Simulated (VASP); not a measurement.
Consider the following.

```yaml
crystal:
  lattice:
    - [0.00000, 2.76105, 2.76105]
    - [2.76105, 0.00000, 2.76105]
    - [2.76105, 2.76105, 0.00000]
  atoms:
    - { symbol: W, position: [0.00000, 0.00000, 0.00000] }
    - { symbol: Te, position: [0.50000, 0.50000, 0.50000] }
```

All values below come from PBEsol GGA, VASP's PBE PAW potentials (set 64) (plane waves; VASP). Run with 400 eV cut-off, 13×13×13 Γ-centred mesh, tetrahedra with Blöchl corrections, potentials W_sv Te.

Unless said otherwise, spin-orbit coupling is left out, though it shifts the bands of the heavy elements here.

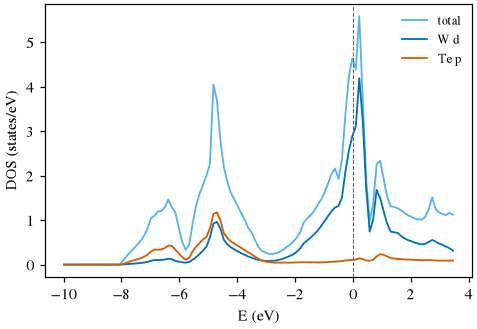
Fig. 1. Total and projected density of states, zero at the Fermi level

Within 2 eV below the Fermi level the largest weight inside VASP's projection spheres is W d.

It has no gap at this level: it comes out as a metal or semimetal.

The structure was generated: WTe was put into the rock salt type (Fm-3m), which need not be its known phase. It was relaxed first, which changed the volume by -38 %.
